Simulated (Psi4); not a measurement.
# PBE0/def2-TZVPPD run of [NO2]− (nitrite)

Aim: the vertical singlet–triplet gap of [NO2]− (nitrite) at PBE0/def2-TZVPPD, from 2 runs. 

The results are computed with Psi4 1.11.

## (1) The structure to begin with

[NO2]− has 3 atoms, charge -1, and is taken as a singlet. As SMILES, `O=N[O-]`. The coordinates come from a PBE0-D4/def2-TZVPD relaxation.

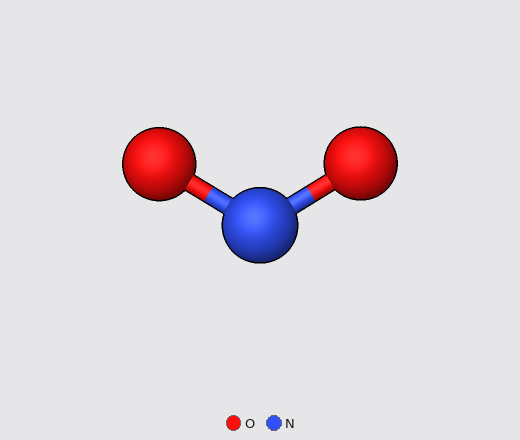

Viewed from a chosen angle; oxygen red, nitrogen blue.

## (2) A single-point energy at PBE0/def2-TZVPPD

Input file calc.inp:

```
memory 2200 mb

molecule system {
  -1 1
  O
  N 1 r2
  O 2 r3 1 a3

  r2 = 1.24546
  r3 = 1.245469
  a3 = 116.77261
  symmetry c1
}

set reference rks
set puream true
set e_convergence 1e-09
set d_convergence 1e-08
set scf_type pk
set dft_radial_points 99
set dft_spherical_points 590

result, w = energy("pbe0/def2-TZVPPD", return_wfn=True)
oeprop(w, "DIPOLE", "WIBERG_LOWDIN_INDICES", "MAYER_INDICES", title="PBE0")
```

Command:

```sh
$ psi4 -i calc.inp -o calc.out -n 1
```

calc.out (excerpt; [...] marks lines left out):

```text
[...]
  Running in c1 symmetry.
[...]
  Nuclear repulsion =   63.552469441985089
[...]
  Multiplicity = 1
[...]
  Nalpha       = 12
  Nbeta        = 12
[...]
    Number of basis functions: 117
[...]
   @RKS iter   1:  -204.84786294451536   -3.59877e-01   5.81454e-03 ADIIS/DIIS
[...]
   @RKS iter  11:  -205.02783222994324   -1.07434e-11   4.46558e-09 DIIS
[...]
    Orbital Energies [Eh]
    ---------------------
    Doubly Occupied:
       1A    -18.973284     2A    -18.973268     3A    -14.281049
       4A     -0.958910     5A     -0.783441     6A     -0.386805
       7A     -0.258706     8A     -0.247442     9A     -0.242831
      10A     -0.071547    11A     -0.049317    12A     -0.002791
[...]
  @RKS Final Energy:  -205.02783222994324
   => Energetics <=
    Nuclear Repulsion Energy =             63.5524694419850888
    One-Electron Energy =                -413.7072346038484056
    Two-Electron Energy =                 163.3404812729086473
    DFT Exchange-Correlation Energy =     -18.2135483409885630
    Empirical Dispersion Energy =           0.0000000000000000
    VV10 Nonlocal Energy =                  0.0000000000000000
    Total Energy =                       -205.0278322299432432
[...]
 Multipole Moments:
 ------------------------------------------------------------------------------------
     Multipole            Electronic (a.u.)      Nuclear  (a.u.)        Total (a.u.)
 ------------------------------------------------------------------------------------
 L = 1.  Multiply by 2.5417464519 to convert [e a0] to [Debye]
 Dipole X            :         -0.1364400            0.0027499           -0.1336901
 Dipole Y            :         -0.0839526            0.0016926           -0.0822599
 Dipole Z            :          0.0000000            0.0000000            0.0000000
 Magnitude           :                                                    0.1569705
[...]
```

Wall time 11 s (1 thread of AMD EPYC 7R43 (Zen 3), shared host); peak memory 0.7 GiB.

## (3) The triplet: energy and forces at UPBE0/def2-TZVPPD

Input file no2.json:

```json
{
  "schema_name": "qcschema_input",
  "schema_version": 1,
  "molecule": {
    "schema_name": "qcschema_molecule",
    "schema_version": 2,
    "symbols": ["O", "N", "O"],
    "geometry": [0.61007918, 1.87583664, 0.54352303, 0.61557829, -0.46373879, 0.28721947, -1.22565747, -1.41211674, -0.8307425],
    "molecular_charge": -1,
    "molecular_multiplicity": 3,
    "fix_symmetry": "c1"
  },
  "driver": "gradient",
  "model": {
    "method": "pbe0",
    "basis": "def2-TZVPPD"
  },
  "keywords": {
    "reference": "uks",
    "puream": true,
    "e_convergence": 1e-09,
    "d_convergence": 1e-08,
    "scf_type": "pk",
    "dft_radial_points": 99,
    "dft_spherical_points": 590,
    "maxiter": 100
  }
}
```

Command:

```sh
$ psi4 --qcschema no2.json -n 1 --memory 2200MB
```

stdout (excerpt; [...] marks lines left out):

```text
[...]
  Running in c1 symmetry.
[...]
  Nuclear repulsion =   63.552463687513523
[...]
  Multiplicity = 3
[...]
  Nalpha       = 13
  Nbeta        = 11
[...]
    Number of basis functions: 117
[...]
   @UKS iter   1:  -204.77621702757037   -2.88232e-01   5.45004e-03 ADIIS/DIIS
[...]
   @UKS iter  13:  -204.94131640218575   -1.79057e-12   1.31986e-09 DIIS
[...]
   @S^2 Observed:                2.012113819E+00
[...]
  @UKS Final Energy:  -204.94131640218575
   => Energetics <=
    Nuclear Repulsion Energy =             63.5524636875135229
    One-Electron Energy =                -413.8225811763260253
    Two-Electron Energy =                 163.5782807190773269
    DFT Exchange-Correlation Energy =     -18.2494796324505586
    Empirical Dispersion Energy =           0.0000000000000000
    VV10 Nonlocal Energy =                  0.0000000000000000
    Total Energy =                       -204.9413164021857483
  UHF NO Occupations:
  HONO-2 :   11  A 1.9974948
  HONO-1 :   12  A 1.0000000
[...]
 Multipole Moments:
 ------------------------------------------------------------------------------------
     Multipole            Electronic (a.u.)      Nuclear  (a.u.)        Total (a.u.)
 ------------------------------------------------------------------------------------
 L = 1.  Multiply by 2.5417464519 to convert [e a0] to [Debye]
 Dipole X            :          0.1605037           -0.0026610            0.1578427
 Dipole Y            :         -0.1103067            0.0018292           -0.1084775
 Dipole Z            :          0.0000000           -0.0000000            0.0000000
 Magnitude           :                                                    0.1915247
[...]
  -Total Gradient:
     Atom            X                  Y                   Z
    ------   -----------------  -----------------  -----------------
       1       -0.046241966873    -0.055285041955    -0.000000000000
       2        0.011199836687    -0.007691435343     0.000000000000
       3        0.035045919756     0.062973872869     0.000000000000
[...]
```

The result, in JSON:

```text
{
 "driver": "gradient",
 "model": {
  "method": "pbe0",
  "basis": "def2-TZVPPD"
 },
 "success": true,
 "return_result": [-0.04624196687272021, -0.05528504195540623, -1.3903710084149444e-13, 0.011199836687223297, -0.00769143534279218, 2.670646573101248e-14, 0.035045919756193866, 0.06297387286870396, 4.569726841358633e-14],
 "properties": {
  "calcinfo_nbasis": 117,
  "calcinfo_nmo": 117,
  "calcinfo_nalpha": 13,
  "calcinfo_nbeta": 11,
  "calcinfo_natom": 3,
  "nuclear_repulsion_energy": 63.55246368751352,
  "return_energy": -204.94131640218575,
  "return_gradient": [-0.04624196687272021, -0.05528504195540623, -1.3903710084149444e-13, 0.011199836687223297, -0.00769143534279218, 2.670646573101248e-14, 0.035045919756193866, 0.06297387286870396, 4.569726841358633e-14],
  "scf_one_electron_energy": -413.822581176326,
  "scf_two_electron_energy": 163.57828071907733,
  "scf_xc_energy": -18.24947963245056,
  "scf_dipole_moment": [0.15784271583032428, -0.1084775218783654, 3.6982867864780314e-12],
  "scf_total_energy": -204.94131640218575,
  "scf_total_gradient": [-0.04624196687272021, -0.05528504195540623, -1.3903710084149444e-13, 0.011199836687223297, -0.00769143534279218, 2.670646573101248e-14, 0.035045919756193866, 0.06297387286870396, 4.569726841358633e-14],
  "scf_iterations": 13
 }
}
```

It took 27 s on 1 thread of AMD EPYC 7R43 (Zen 3), shared host; peak memory 0.69 GiB.

## (4) Outcome

At PBE0/def2-TZVPPD:

| quantity | value |
| --- | --- |
| singlet: total energy | -205.02783 Eh |
| singlet: HOMO energy | -0.08 eV |
| singlet: LUMO energy | 5.46 eV |
| singlet: HOMO–LUMO gap (to an unbound level, set by the basis) | 5.54 eV |
| triplet: total energy | -204.94132 Eh |
| triplet: HOMO energy (highest over α and β) | 2.38 eV |
| triplet: LUMO energy (lowest over α and β) | 3.30 eV |
| triplet: ⟨S²⟩ | 2.012 |
| triplet: largest force on an atom | 3.706 eV/Å |
| vertical energy of the triplet above the singlet | 2.354 eV |

At this shape the triplet lies 2.35 eV (54 kcal/mol) above the singlet. The HOMO (triplet) lies at positive energy, 2.38 eV, from the functional's self-interaction, a short basis or an electron that isn't bound; only total energies against the neutral tell.
